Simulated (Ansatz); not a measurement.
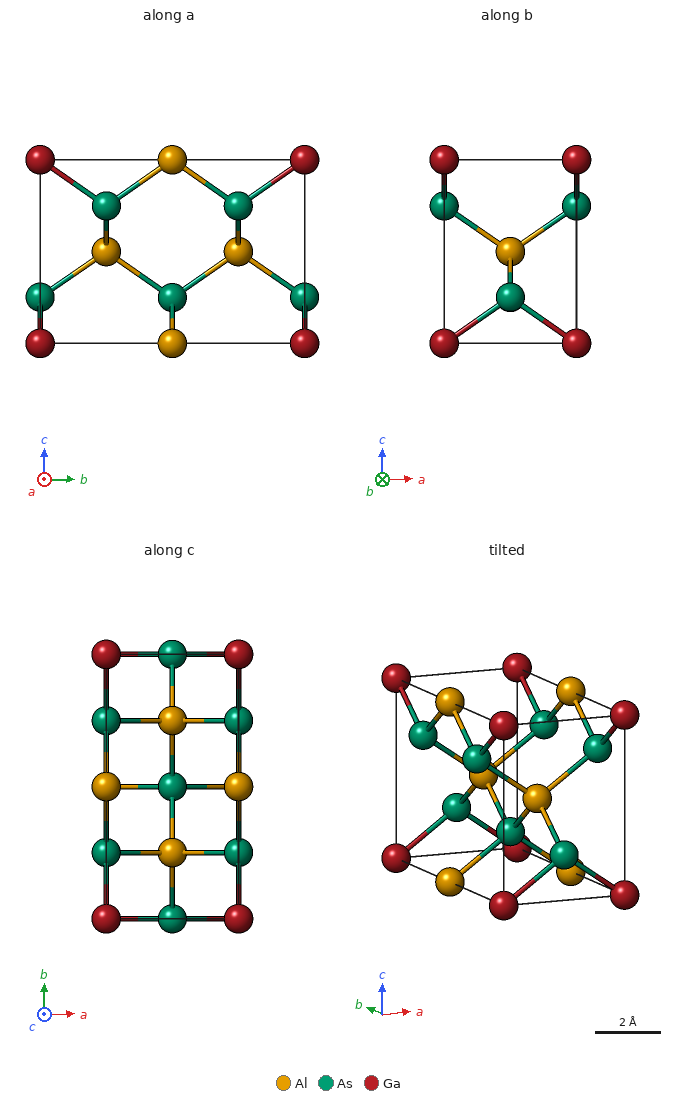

The image is a ball-and-stick drawing of a crystal, viewed along the a axis, along the b axis, along the c axis and slightly off an axis. Thin lines show the unit cell, with boundary atoms drawn in all their periodic places.

Lattice parameters: a = 4.0810 Å, b = 8.1552 Å, c = 5.6624 Å, α = 90.002°, β = 89.998°, γ = 89.978°.

Q: Transcribe the picture into a CIF in P1 with every atom of the cell, with free fractional coordinates to two decimals.

A:
```cif
data_structure
_symmetry_space_group_name_H-M 'P 1'
_symmetry_Int_Tables_number 1
_cell_length_a 4.0810
_cell_length_b 8.1552
_cell_length_c 5.6624
_cell_angle_alpha 90.002
_cell_angle_beta 89.998
_cell_angle_gamma 89.978
_cell_volume 188.45
loop_
_atom_site_label
_atom_site_type_symbol
_atom_site_fract_x
_atom_site_fract_y
_atom_site_fract_z
_atom_site_occupancy
Al1 Al 0.00 0.50 0.00 1
Al2 Al 0.50 0.75 0.50 1
As1 As 0.00 0.75 0.75 1
As2 As 0.50 0.00 0.25 1
Al3 Al 0.50 0.25 0.50 1
As3 As 0.00 0.25 0.75 1
As4 As 0.50 0.50 0.25 1
Ga1 Ga 0.00 0.00 0.00 1
```

Its origin is a structure type filled with these elements by a generator (whether the compound takes this form wasn't checked). It is drawn as it came out of a relaxation with DFT PBE, scalar-relativistic, plane waves, PAW (Ansatz 0.2.0).
